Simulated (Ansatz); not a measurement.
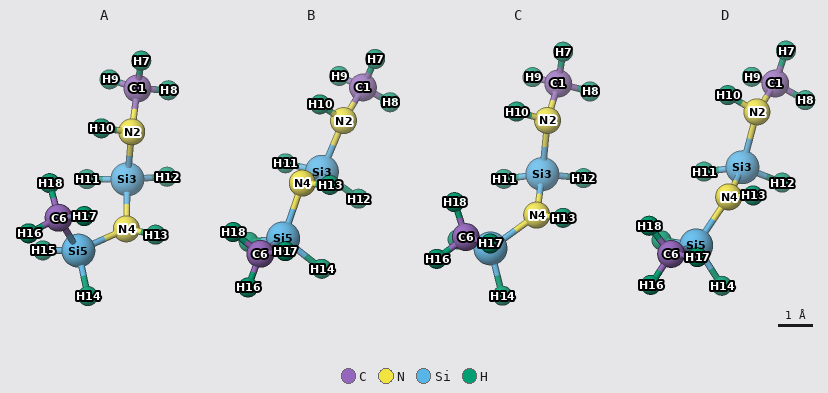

4 geometries from one relaxation of C$_{2}$H$_{12}$N$_{2}$Si$_{2}$, in shuffled order. Style: ball-and-stick. Shown from a free direction.

The run prepares the start of a later molecular dynamics calculation, from a guessed geometry.

Level of theory: RKS PBE-D4/STO-3G (Ansatz). Settings: no spin polarisation; force threshold 0.02 eV/Å; at most 40 steps.

Order the frames from highest to lowest energy.

Answer. B, D, C, A. They are steps 0, 8, 19, 30, at +1.412 eV, +0.070 eV, +0.030 eV relative to the last. The energy falls by 1.412 eV in 29 accepted moves (30 points after the start). The largest force component goes from 4.4 to 0.01 eV/Å. The line search rejected the trial step at point 13 of the run. H13 moves most after the best rigid fit: 2.04 Å. By element the largest moves are H 2.04 Å, N 1.87 Å, C 1.12 Å, Si 0.51 Å. Among the contacts that change: Si3–Si5 2.739 → 3.090 Å, C1–H9 1.025 → 1.120 Å, Si3–N4 1.651 → 1.744 Å, N2–Si3 1.716 → 1.804 Å. Bond angles that change, for instance: Si3–N4–Si5 107.1° → 124.1°, N2–Si3–N4 95.5° → 110.8°, C1–N2–Si3 124.8° → 112.6°.

Limits of the set-up: STO-3G is a minimal basis, so the numbers are rough.
